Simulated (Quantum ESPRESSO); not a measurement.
# Bi2Te3 quintuple layer, 1 layer, stepped through the field along the normal, part 2 of 4

Wanted: a table for Bi2Te3 quintuple layer, 1 layer against the field along the normal, and what can be fitted to it.

Quantum ESPRESSO 7.5; plane-wave DFT, PBE, PseudoDojo fully relativistic norm-conserving pseudopotentials.

So far. Step 2 (Variable-cell relaxation of the reference):  The last row is no step: it is a fresh SCF in the final cell with a new plane-wave basis, +0 meV from the row before.

**3. Self-consistent run, 0 V/Å**

The self-consistent run of this member.

Level of this step: plane-wave DFT, PBE, PseudoDojo fully relativistic norm-conserving pseudopotentials (Quantum ESPRESSO 7.5).

The input, m0.scf.in:

```
&control
  prefix = 'm0.scf'
  outdir = './out'
  pseudo_dir = './pseudo'
  calculation = 'scf'
  tprnfor = .true.
  tefield = .true.
  dipfield = .true.
/
&system
  ibrav = 0
  nat = 5
  ntyp = 2
  ecutwfc = 68
  ecutrho = 272
  occupations = 'smearing'
  smearing = 'fd'
  degauss = 0.002
  edir = 3
  emaxpos = 0.97
  eopreg = 0.04
  eamp = 0.0
  noncolin = .true.
  lspinorb = .true.
  nbnd = 84
/
&electrons
  conv_thr = 1e-09
  mixing_beta = 0.4
  electron_maxstep = 120
  mixing_mode = 'plain'
/
ATOMIC_SPECIES
  Te  127.6000  Te.dojo-fr-pbe-0.4-standard.upf
  Bi  208.9804  Bi.dojo-fr-pbe-0.4-standard.upf
CELL_PARAMETERS angstrom
  4.35432553000000 0.00000000000000 0.00000000000000
  -2.17716276500000 3.77095652500000 0.00000000000000
  0.00000000000000 0.00000000000000 24.20000000000000
ATOMIC_POSITIONS crystal
  Te  0.333333333300 0.666666666700 0.343624275700
  Bi  0.666666666700 0.333333333300 0.415638002100
  Te  0.000000000000 0.000000000000 0.500000000000
  Bi  0.333333333300 0.666666666700 0.584361997900
  Te  0.666666666700 0.333333333300 0.656375724300
K_POINTS automatic
  6 6 1 0 0 0
```

Command:

```sh
$ OMP_NUM_THREADS=1 mpirun -n 8 pw.x -nk 2 -in m0.scf.in > m0.scf.out
```

Output:

```text
[banner, memory and clock lines left out]
Program PWSCF v.7.5 starts
[citation notice left out]

[...]
bravais-lattice index     =            0
     lattice parameter (alat)  =       8.2285  a.u.
     unit-cell volume          =    2681.5407 (a.u.)^3
     number of atoms/cell      =            5
     number of atomic types    =            2
     number of electrons       =        78.00
     number of Kohn-Sham states=           84
     kinetic-energy cutoff     =      68.0000  Ry
     charge density cutoff     =     272.0000  Ry
     scf convergence threshold =      1.0E-09
     mixing beta               =       0.4000
     number of iterations used =            8  plain     mixing
     Exchange-correlation= PBE
                           (   1   4   3   4   0   0   0)
     Non magnetic calculation with spin-orbit

[...]
PseudoPot. # 1 for Te read from file:
     ./pseudo/Te.dojo-fr-pbe-0.4-standard.upf
     Pseudo is Norm-conserving + core correction, Zval = 16.0
     Generated using ONCVPSP code by D. R. Hamann
     Using radial grid of 1324 points, 10 beta functions with:
                l(1) =   0
                l(2) =   0
                l(3) =   1
                l(4) =   1
                l(5) =   1
                l(6) =   1
                l(7) =   2
                l(8) =   2
                l(9) =   2
               l(10) =   2

     PseudoPot. # 2 for Bi read from file:
     ./pseudo/Bi.dojo-fr-pbe-0.4-standard.upf
     Pseudo is Norm-conserving + core correction, Zval = 15.0
     Generated using ONCVPSP code by D. R. Hamann
     Using radial grid of 1562 points, 10 beta functions with:
                l(1) =   0
                l(2) =   0
                l(3) =   1
                l(4) =   1
                l(5) =   1
                l(6) =   1
                l(7) =   2
                l(8) =   2
                l(9) =   2
               l(10) =   2

     atomic species   valence    mass     pseudopotential
     Te               16.00   127.60000     Te( 1.00)
     Bi               15.00   208.98040     Bi( 1.00)

     No symmetry found

[...]
number of k points=    20  Fermi-Dirac smearing, width (Ry)=  0.0020
[...]
Dense  grid:   203257 G-vectors     FFT dimensions: (  45,  45, 243)

     Initial potential from superposition of free atoms

     starting charge      77.9972, renormalised to      78.0000

     negative rho (up, down):  1.032E-04 0.000E+00

     Adding external electric field

     Computed dipole along edir(3) :
        Dipole                0.0000 Ry au,          0.0000 Debye
        Dipole field          0.0000 Ry au,

        Potential amp.       -0.0000 Ry
        Total length         43.9021 bohr

     Starting wfcs are   90 randomized atomic wfcs

     per-process dynamical memory:   250.5 Mb

     Self-consistent Calculation

     iteration #  1     ecut=    68.00 Ry     beta= 0.40
     Davidson diagonalization with overlap
     ethr =  1.00E-02,  avg # of iterations =  2.0

     Threshold (ethr) on eigenvalues was too large:
     Diagonalizing with lowered threshold

     Davidson diagonalization with overlap
     ethr =  1.29E-04,  avg # of iterations =  4.0

     negative rho (up, down):  5.647E-05 0.000E+00

     Adding external electric field

     Computed dipole along edir(3) :
        Dipole                0.0002 Ry au,          0.0006 Debye
        Dipole field          0.0000 Ry au,

        Potential amp.       -0.0001 Ry
        Total length         43.9021 bohr

     total energy              =    -956.49566686 Ry
     estimated scf accuracy    <       0.07731187 Ry

     iteration #  2     ecut=    68.00 Ry     beta= 0.40
[...]
negative rho (up, down):  4.299E-05 0.000E+00

[...]
Dipole               -0.0010 Ry au,         -0.0026 Debye
[...]
total energy              =    -956.49690821 Ry
     estimated scf accuracy    <       0.06842816 Ry

     iteration #  3     ecut=    68.00 Ry     beta= 0.40
[...]
negative rho (up, down):  2.682E-05 0.000E+00

[...]
Dipole                0.0042 Ry au,          0.0108 Debye
[...]
total energy              =    -956.50763021 Ry
     estimated scf accuracy    <       0.05746130 Ry

     iteration #  4     ecut=    68.00 Ry     beta= 0.40
[...]
negative rho (up, down):  7.615E-06 0.000E+00

[...]
Dipole               -0.0604 Ry au,         -0.1535 Debye
[...]
total energy              =    -956.51247951 Ry
     estimated scf accuracy    <       0.00178624 Ry

     iteration #  5     ecut=    68.00 Ry     beta= 0.40
[...]
negative rho (up, down):  5.216E-06 0.000E+00

[...]
Dipole                0.0054 Ry au,          0.0138 Debye
[...]
total energy              =    -956.51176112 Ry
     estimated scf accuracy    <       0.03301782 Ry

     iteration #  6     ecut=    68.00 Ry     beta= 0.40
[...]
negative rho (up, down):  7.491E-07 0.000E+00

[...]
Dipole                0.0006 Ry au,          0.0016 Debye
[...]
total energy              =    -956.51276741 Ry
     estimated scf accuracy    <       0.00171710 Ry

[...]
iteration # 12     ecut=    68.00 Ry     beta= 0.40
[...]
Dipole                0.0000 Ry au,          0.0000 Debye
[...]
total energy              =    -956.51301892 Ry
     estimated scf accuracy    <       0.00000004 Ry

     iteration # 13     ecut=    68.00 Ry     beta= 0.40
[...]
Dipole                0.0000 Ry au,          0.0000 Debye
[...]
total energy              =    -956.51301893 Ry
     estimated scf accuracy    <          8.1E-09 Ry

     iteration # 14     ecut=    68.00 Ry     beta= 0.40
[...]
Dipole               -0.0000 Ry au,         -0.0000 Debye
[...]
total energy              =    -956.51301893 Ry
     estimated scf accuracy    <          1.4E-09 Ry

     iteration # 15     ecut=    68.00 Ry     beta= 0.40
[...]
Dipole                0.0000 Ry au,          0.0001 Debye
[...]
End of self-consistent calculation

          k = 0.0000 0.0000 0.0000 ( 25405 PWs)   bands (ev):

   -36.1645 -36.1645 -36.1644 -36.1644 -36.1523 -36.1523 -36.1523 -36.1523
   -36.0386 -36.0386 -36.0046 -36.0046 -34.7019 -34.7019 -34.7019 -34.7019
   -34.6919 -34.6919 -34.6919 -34.6919 -34.6857 -34.6857 -34.6857 -34.6857
   -34.5760 -34.5760 -34.5621 -34.5621 -34.5318 -34.5318 -23.3194 -23.3194
   -23.3189 -23.3189 -23.3103 -23.3103 -23.3098 -23.3098 -20.3425 -20.3425
   -20.3410 -20.3410 -20.3291 -20.3291 -20.3289 -20.3289 -20.3260 -20.3260
   -20.3244 -20.3244 -11.8554 -11.8554 -11.3455 -11.3455  -9.7698  -9.7698
    -7.8559  -7.8559  -6.6378  -6.6378  -1.6219  -1.6219  -1.0053  -1.0053
    -0.3311  -0.3311  -0.1045  -0.1045   0.1079   0.1079   0.1713   0.1713
     0.3432   0.3432   0.5459   0.5459   0.7266   0.7266   1.0812   1.0812
     2.0490   2.0490   2.4789   2.4789

          k = 0.0000 0.1925 0.0000 ( 25347 PWs)   bands (ev):

   -36.1643 -36.1643 -36.1643 -36.1643 -36.1523 -36.1522 -36.1522 -36.1522
   -36.0386 -36.0386 -36.0045 -36.0045 -34.7017 -34.7017 -34.7017 -34.7017
   -34.6919 -34.6919 -34.6919 -34.6919 -34.6856 -34.6856 -34.6856 -34.6856
   -34.5759 -34.5759 -34.5621 -34.5621 -34.5315 -34.5315 -23.3186 -23.3186
   -23.3183 -23.3183 -23.3105 -23.3105 -23.3099 -23.3099 -20.3413 -20.3413
   -20.3398 -20.3398 -20.3305 -20.3305 -20.3303 -20.3303 -20.3248 -20.3248
   -20.3233 -20.3233 -11.6130 -11.6130 -11.1196 -11.1196  -9.6291  -9.6291
    -7.9324  -7.9324  -6.9973  -6.9973  -2.1612  -2.1612  -1.7782  -1.7782
    -1.2413  -1.2413  -0.7473  -0.7473  -0.6367  -0.6367  -0.2031  -0.2031
     0.2484   0.2484   0.5302   0.5302   0.8353   0.8353   1.7249   1.7249
     2.3675   2.3675   3.0240   3.0240

[...]
the Fermi energy is     0.9829 ev

!    total energy              =    -956.51301893 Ry
     estimated scf accuracy    <          6.8E-10 Ry
     smearing contrib. (-TS)   =      -0.00003241 Ry
     internal energy E=F+TS    =    -956.51298653 Ry

     The total energy is F=E-TS. E is the sum of the following terms:
     one-electron contribution =   -4004.65724441 Ry
     hartree contribution      =    2013.55433186 Ry
     xc contribution           =    -233.76160605 Ry
     ewald contribution        =    1268.35153208 Ry
     electric field correction =       0.00000000 Ry

     convergence has been achieved in  15 iterations

     Forces acting on atoms (cartesian axes, Ry/au):

     atom    1 type  1   force =     0.00000002    0.00000004   -0.00965075
     atom    2 type  2   force =    -0.00000004    0.00000001   -0.00081271
     atom    3 type  1   force =     0.00000002   -0.00000001   -0.00000042
     atom    4 type  2   force =    -0.00000002   -0.00000003    0.00081329
     atom    5 type  1   force =     0.00000002   -0.00000001    0.00965060

     Total force =     0.013696     Total SCF correction =     0.000170

[...]
```

It took 5.8 min on 8 MPI ranks of Arm Neoverse V2, shared host; peak memory 3.1 GiB; 47 min of CPU time.

Numbers from this step:

| Property | Result |
| --- | --- |
| free energy | -13014.0226 eV |
| energy at zero smearing | -13014.0224 eV |
| Fermi energy | 0.9829 eV |
| dipole along the normal | 2.08e-5 e·Å |
| valence top, on the run's zero | 0.8353 eV |
| conduction bottom, on the run's zero | 1.081 eV |
| gap by band count | 0.2459 eV |

**4. Electrostatic potential, 0 V/Å**

plot_num = 11 writes the bare and Hartree potential, from which vacuum levels or, in a crystal, the mean potential are read.

The input, m0.pot.in:

```
&inputpp
  prefix = 'm0.scf'
  outdir = './out'
  filplot = 'm0.pot.dat'
  plot_num = 11
/
```

Command:

```sh
$ OMP_NUM_THREADS=1 mpirun -n 8 pp.x -in m0.pot.in > m0.pot.out
```

Output:

```text
[banner, memory and clock lines left out]
Program POST-PROC v.7.5 starts

          URL

     ./out/m0.scf.save/

     IMPORTANT: XC functional enforced from input :
     Exchange-correlation= PBE
                           (   1   4   3   4   0   0   0)
     Any further DFT definition will be discarded
     Please, verify this is what you really want

     Adding external electric field

     Computed dipole along edir(3) :
        Dipole                0.0000 Ry au,          0.0001 Debye
        Dipole field          0.0000 Ry au,

        Potential amp.       -0.0000 Ry
        Total length         43.9021 bohr

     Calling punch_plot, plot_num =  11

     Adding external electric field

     Computed dipole along edir(3) :
        Dipole                0.0000 Ry au,          0.0001 Debye
        Dipole field          0.0000 Ry au,

        Potential amp.       -0.0000 Ry
        Total length         43.9021 bohr

     Writing data to file  m0.pot.dat
     Message from routine chdens:
     namelist plot not found or invalid, exiting
```

Wall time 0.89 s (8 MPI ranks); peak memory 0.09 GiB; 6.3 s of CPU time.

Read from the output:

| Quantity | Value |
| --- | --- |
| slope of the potential above | 6.66e-5 eV/Å |
| upper vacuum line continued to the top atoms, over the valence top | 5.230 eV |
| slope of the potential below | -5.28e-5 eV/Å |
| lower vacuum line continued to the bottom atoms, over the valence top | 5.230 eV |
| vacuum level at the upper face over the valence top of the mesh | 5.230 eV |
| vacuum level at the lower face over the valence top of the mesh | 5.230 eV |

The potential energy, planar mean oscillates, so the rows of the table below give means over windows of 1.99 Å about each position, cut where the curve ends. Its maxima inside the range that stand out by 2 % of the span (Å: eV): 9.2: -3.01, 11.2: -0.430, 13.0: -0.430, 15.0: -3.01. Its minima: 8.4: -8.70, 10.1: -9.25, 12.1: -8.42, 14.1: -9.25, 15.8: -8.70.

Electrostatic potential energy of an electron, with the sawtooth; zero at the highest filled level of the SCF mesh. The potential energy, planar mean by z; means over each step:

```
z (Å)  potential energy, planar mean (eV)
 0.99                                5.23
 2.98                                5.23
 4.97                                5.22
 6.96                                2.69
 8.95                               -6.16
10.94                               -4.51
12.93                               -4.39
14.92                               -6.42
16.91                               0.675
18.90                                5.20
20.89                                5.23
22.88                                5.23
```

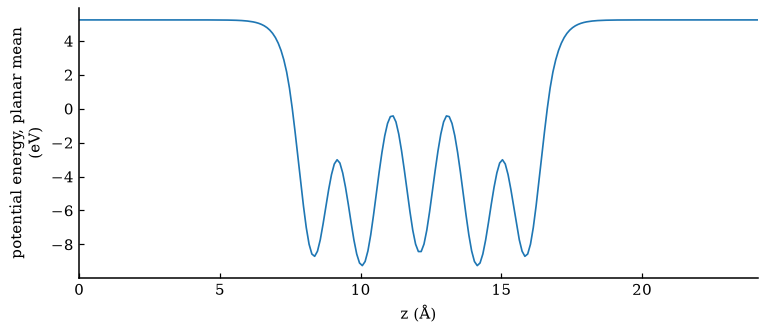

Potential energy, planar mean, plotted against z.

(Continued in part 3 of 4.)

[Logs are printed without paths, hosts, clocks, repeated set-up lines and the standing remarks that a program may print on its own settings, such as how far it seeks lower states.]

[Hosts, paths, dates, database ids (printed as entryN), source tags and the programs' standing remarks are cut or masked in the printed files.]

[Maps of the electrostatic potential energy from Ansatz leave out the sawtooth potential of an applied field or a dipole correction, so their vacuum need not be flat; planar profiles and work functions include it.]
